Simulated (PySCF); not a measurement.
# AlGeH4F (SMILES [F][GeH2][AlH2]) at MP2/pcseg-0

Aim: the vertical singlet–triplet gap of AlGeH4F at MP2/pcseg-0, from 2 runs. 

The calculation is run with PySCF 2.14.0.

### Step 1. The system as given

AlGeH4F has 7 atoms, charge 0, and is taken as a singlet. SMILES: `[F][GeH2][AlH2]`. The shape is that of a PBE0-D4/def2-TZVP optimisation.

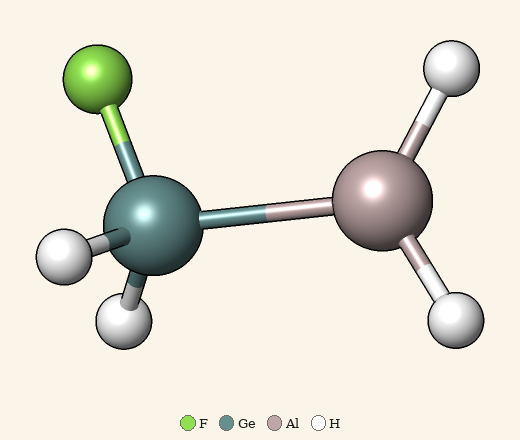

The structure, seen from a chosen angle (fluorine green, germanium teal, aluminium light grey, hydrogen white).

### Step 2. The energy at MP2/pcseg-0

input.py reads:

```python
# [F][GeH2][AlH2]
from pyscf import gto, mp

mol = gto.M(
    atom='''
F     -2.229200     0.085200     0.223500
Ge    -0.744100    -0.302600    -0.633200
Al     1.179800     0.371100     0.802700
H     -0.856100    -1.814100    -0.935500
H     -0.868400     0.445700    -1.979900
H      2.647700     0.124500     0.252800
H      0.931500     1.022100     2.223800
''',
    basis='pcseg-0',
    max_memory=1860,
    verbose=3,
)

mf = mol.RHF()
mf.conv_tol = 1e-10
mf.kernel()
if not mf.converged:
    mf = mf.newton().run(mf.mo_coeff, mf.mo_occ)

pt = mp.MP2(mf, frozen=15).run()
e_final = pt.e_tot
print('Final energy', e_final)
```

Command:

```bash
$ OMP_NUM_THREADS=1 python input.py
```

What it wrote:

```text
converged SCF energy = -2415.78136210747
E(RMP2) = -2416.00252764752  E_corr = -0.221165540047742
E(SCS-RMP2) = -2416.00686571773  E_corr = -0.225503610259435
Final energy -2416.002527647518
```

It took 1.2 s on 1 thread of Arm Neoverse V1, shared host; peak memory 0.13 GiB.

### Step 3. The triplet, same level

input.xyz reads:

```xyz
7
AlFGeH4
F     -2.229200     0.085200     0.223500
Ge    -0.744100    -0.302600    -0.633200
Al     1.179800     0.371100     0.802700
H     -0.856100    -1.814100    -0.935500
H     -0.868400     0.445700    -1.979900
H      2.647700     0.124500     0.252800
H      0.931500     1.022100     2.223800
```

job.py reads:

```python
from pyscf import gto, mp

mol = gto.Mole()
mol.atom = 'input.xyz'
mol.basis = 'pcseg-0'
mol.max_memory = 1860
mol.spin = 2
mol.charge = 0
mol.verbose = 3
mol.build()

myscf = mol.UHF()
myscf.conv_tol = 1e-10
myscf.kernel()
if not myscf.converged:
    myscf = myscf.newton().run(myscf.mo_coeff, myscf.mo_occ)

pt = mp.MP2(myscf, frozen=15).run()
etot = pt.e_tot
print('E(%s) = %.9f' % ('MP2', etot))
```

Command:

```bash
$ OMP_NUM_THREADS=1 python job.py
```

What it wrote:

```text
WARN: HOMO -0.0174919956011266 >= LUMO -0.256188865502073

converged SCF energy = -2415.6336437365  <S^2> = 2.009617  2S+1 = 3.0064045
E(UMP2) = -2415.85776359629  E_corr = -0.224119859784735
E(SCS-UMP2) = -2415.86054210707  E_corr = -0.226898370563505
E(MP2) = -2415.857763596
```

Wall time 1.4 s (1 thread of Arm Neoverse V1, shared host); peak memory 0.13 GiB.

### Step 4. Outcome

At MP2/pcseg-0, 15 core orbitals frozen:

```
                                                           quantity           value
                                              singlet: total energy  -2416.00253 Eh
                      singlet: dipole moment (Hartree–Fock density)          3.23 D
                       singlet: HOMO energy (Hartree–Fock orbitals)       -10.60 eV
                       singlet: LUMO energy (Hartree–Fock orbitals)        -0.04 eV
                     singlet: HOMO–LUMO gap (Hartree–Fock orbitals)        10.56 eV
              singlet: correlation energy (15 core orbitals frozen)      -221.2 mEh
                                              triplet: total energy  -2415.85776 Eh
                      triplet: dipole moment (Hartree–Fock density)          3.53 D
triplet: HOMO energy (Hartree–Fock orbitals) (highest over α and β)        -6.48 eV
 triplet: LUMO energy (Hartree–Fock orbitals) (lowest over α and β)        -3.86 eV
              triplet: correlation energy (15 core orbitals frozen)      -224.1 mEh
                         triplet: ⟨S²⟩ of the reference determinant           2.010
                   vertical energy of the triplet above the singlet        3.939 eV
```

**Reading.** At this shape the triplet lies 3.94 eV (380 kJ/mol) above the singlet. Mulliken charges (singlet) of the mean-field density run from -0.63 on F1 to +0.95 on Al3; they depend strongly on the basis.
